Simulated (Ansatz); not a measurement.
In doubt: one-shot GW on d or f shells is unsure (in some of the runs), so the values of those runs are not to be relied on.

Consider KSrCeNbO6 (F-43m).

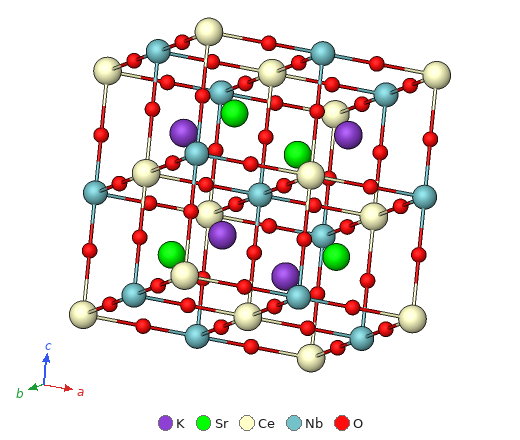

The structure (potassium purple, strontium green, cerium light yellow, niobium teal, oxygen red). Some periodic images of atoms are drawn too.

```xyz
10
Lattice="0.0000 4.2531 4.2531 4.2531 0.0000 4.2531 4.2531 4.2531 0.0000" Properties=species:S:1:pos:R:3 pbc="T T T"
K     6.3797    6.3797    6.3797
Sr    2.1266    2.1266    2.1266
Ce    0.0000    0.0000    0.0000
Nb    4.2531    4.2531    4.2531
O     2.2355    4.2531    4.2531
O     6.2707    4.2531    4.2531
O     4.2531    4.2531    6.2707
O     4.2531    4.2531    2.2355
O     4.2531    2.2355    4.2531
O     4.2531    6.2707    4.2531
```

The cell and positions are those that the Materials Project relaxed with its own functionals (PBE, PBE+U or r2SCAN), kept fixed. At the settings of the band run the largest force is still 0.40 eV/Å. Spin-orbit coupling is left out unless a run names it.

Gaps computed with Ansatz 0.2.0 without a self-energy: LDA 2.03 eV, PBEsol 2.06 eV, PBE 2.06 eV and r2SCAN 2.32 eV. The mean ε∞ by PBE perturbation theory is 5.53.

Question: What gap should G0W0 on PBE give (4×4×4 mesh, 843 empty bands, screening to 180 eV, PAW set soft_1 files)?

About 4.40 eV: on its mesh the run moves the gap from 2.06 eV by +2.34 eV. Among the scalar-relativistic levels given, r2SCAN is nearest (−2.08 eV). One-shot corrections scale roughly with one over ε∞, here 0.18. Bands and cutoff are finite, so the gap is not at the basis limit. The miss can reach some tenths of an eV and take either sign; the mesh is an error of its own. Empty 4f levels lie among the conduction bands. Their place in the start is unsure; it enters the screening, and the edge itself where they lie low. The runs have no spin polarisation. For a closed low-spin shell that is the natural state; where a d or f shell is open it is a constraint, and the gap is then not the crystal's own. The compound holds f electrons or empty f levels, where one-shot G0W0 is unsure. The many-body steps are scalar-relativistic: spin-orbit coupling is not in them. The program marks a band-edge row as in doubt, so the gap is less sure than its digits.

[Paths, hosts, dates, memory and timing lines, banners, echoed tables and standing remarks are left out of the program output.]

[Logs are printed without paths, hosts, clocks, repeated set-up lines and the standing remarks that a program may print on its own settings, such as how far it seeks lower states.]

[Runs of the session that timed out or met a known fault of the program may be left out.]

[Cells called generated may have been cut or substituted from an entry of the Crystallography Open Database or the Materials Project.]

[Hosts, paths, dates, database ids (printed as entryN), source tags and the programs' standing remarks are cut or masked in the printed files.]
